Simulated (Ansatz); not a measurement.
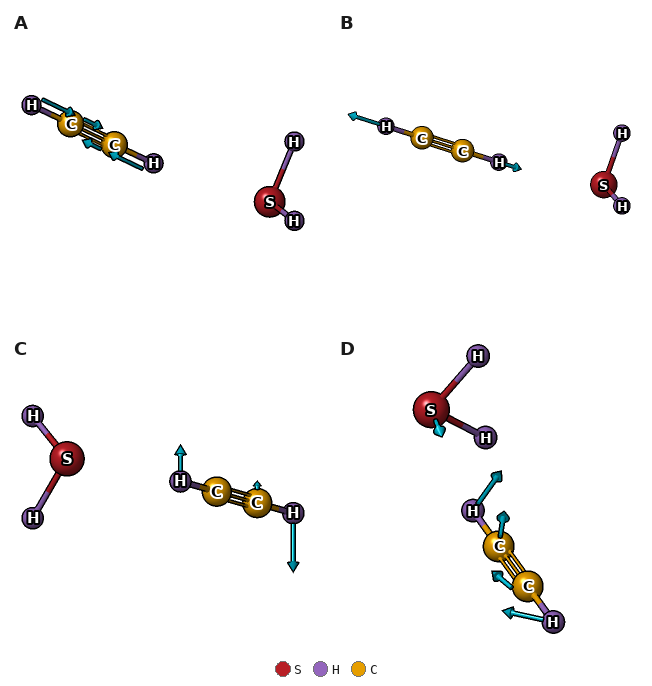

4 normal modes of one molecule or complex, as arrows. Harmonic vibrations computed with RKS PBE0-D4/def2-TZVP (Ansatz 0.2.0) at a stationary point of the same level.

Match the panels to the wavenumbers 80 cm⁻¹, 661 cm⁻¹, 2075 cm⁻¹, 3506 cm⁻¹.

Answer. A: 2075 cm⁻¹, C–C stretching
B: 3506 cm⁻¹, in-phase stretching of 2 C–H bonds
C: 661 cm⁻¹
D: 80 cm⁻¹
